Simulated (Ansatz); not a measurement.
# H2O (water): r2SCAN/3-21G

What is the vertical electron affinity of H2O (water) at r2SCAN/3-21G? 

The calculation is run with Ansatz 0.2.0.

### 1 The molecule

H2O: 3 atoms, total charge 0, spin state singlet. SMILES: `O`. Geometry: relaxed at PBE0-D4/def2-TZVP.

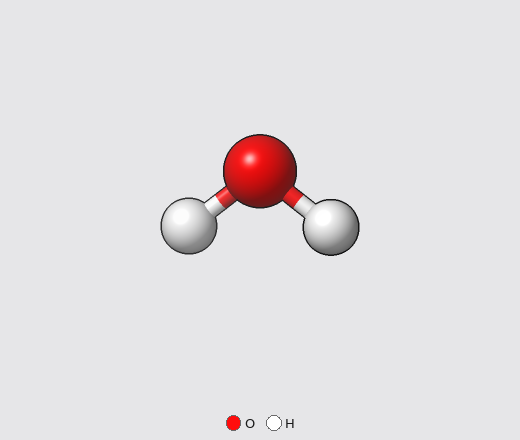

The structure, seen from a chosen angle (oxygen red, hydrogen white).

### 2 A single-point energy at r2SCAN/3-21G

Contents of input.yaml:

```yaml
basis:
  gaussian: {orbitals: 3-21G.json}
crystal:
  periodic: [false, false, false]
  atoms:
    - {symbol: O, position_ang: [-0.302700, 0.200200, -0.140600]}
    - {symbol: H, position_ang: [0.466500, 0.548400, 0.315300]}
    - {symbol: H, position_ang: [-0.163800, -0.748600, -0.174700]}
accuracy: high
hamiltonian: {xc: {name: r2SCAN}}
```

The basis set 3-21G is read from a file made from the Basis Set Exchange's data (not shown).

Command:

```
$ ansatz run input.yaml --threads 1 --pin off --max-ram 2610MiB --events-out events.jsonl --progress --plain --runs-dir runs
```

The program printed:

```text
Warning: RAYON_NUM_THREADS=1 ignored (pool sized by the plan → 1); use --threads N
Functional definition: r2SCAN
  name "r2SCAN"
  parameter k0 = 0.174
  parameter k1 = 0.065
  parameter a1 = 4.9479
  exchange = r2scan_x(k0 = k0, k1 = k1, a1 = a1)
  correlation = r2scan_c
190 factors; integrals over basis functions are off by at most 5.7e-9 eV
mean field evaluation 1: about -2063.5774 eV, gradient 4.2e1 eV
mean field evaluation 2: about -2061.6737 eV, gradient 5.3e1 eV
mean field evaluation 4: about -2066.2118 eV, gradient 2.1e-1 eV
mean field evaluation 8: about -2066.2050 eV, gradient 1.0e-3 eV
mean field evaluation 16: about -2066.2050 eV, gradient 3.2e-9 eV
mean field -2066.20497498 eV, -75.9316323064 hartree, gradient 3.2e-9 eV, S^2 0.000000; 0 other end points of the search recorded, 0 dependent functions left out
reference -2066.20497521 eV, -75.9316323149 hartree; 5, 5 occupied and 8, 8 virtual orbitals, 190 factors
Total energy: -2066.20497521 eV, -75.9316323149 hartree
```

Run time: 1.4 s. Hardware: 1 thread of Arm Neoverse N1, shared host.

### 3 The doublet anion at the same level

Contents of in.yaml:

```yaml
crystal:
  periodic: [false, false, false]
  atoms:
    - {symbol: O, position_ang: [-0.302700, 0.200200, -0.140600]}
    - {symbol: H, position_ang: [0.466500, 0.548400, 0.315300]}
    - {symbol: H, position_ang: [-0.163800, -0.748600, -0.174700]}
basis:
  gaussian: {orbitals: 3-21G.json}
total_charge: -1
magnetization: {spin_polarized: true, initial_magnetization: 1}
hamiltonian: {xc: {name: r2SCAN}}
accuracy: high
```

The basis set 3-21G is read from a file made from the Basis Set Exchange's data (not shown).

Command:

```
$ ansatz run in.yaml --threads 1 --pin off --max-ram 2610MiB --events-out events.jsonl --progress --plain --runs-dir runs
```

The program printed:

```text
Warning: RAYON_NUM_THREADS=1 ignored (pool sized by the plan → 1); use --threads N
Functional definition: r2SCAN
  name "r2SCAN"
  parameter k0 = 0.174
  parameter k1 = 0.065
  parameter a1 = 4.9479
  exchange = r2scan_x(k0 = k0, k1 = k1, a1 = a1)
  correlation = r2scan_c
190 factors; integrals over basis functions are off by at most 5.7e-9 eV
mean field evaluation 1: about -2059.2483 eV, gradient 1.7e1 eV
mean field evaluation 2: about -2058.7529 eV, gradient 2.2e1 eV
mean field evaluation 4: about -2060.2145 eV, gradient 9.4e-2 eV
mean field evaluation 8: about -2060.2091 eV, gradient 4.0e-3 eV
mean field evaluation 16: about -2060.2091 eV, gradient 8.2e-9 eV
mean field -2060.20907436 eV, -75.7112870228 hartree, gradient 8.2e-9 eV, S^2 0.753253; 0 other end points of the search recorded, 0 dependent functions left out
reference -2060.20907491 eV, -75.7112870431 hartree; 6, 5 occupied and 7, 8 virtual orbitals, 190 factors
Total energy: -2060.20907491 eV, -75.7112870431 hartree
```

Run time: 2.3 s. Hardware: 1 thread of Arm Neoverse N1, shared host; peak memory 0.13 GiB.

### 4 What came out

At r2SCAN/3-21G:

| quantity | value |
| --- | --- |
| singlet H2O: total energy | -75.93163 Eh |
| doublet anion: total energy | -75.71129 Eh |
| doublet anion: ⟨S²⟩ | 0.753 |
| vertical electron affinity (to the doublet anion) | -5.996 eV |

In words: The anion lies 6.00 eV (579 kJ/mol) above the neutral: the electron isn't bound at this level, and such a value depends on the basis. Without diffuse functions anions come out too high.
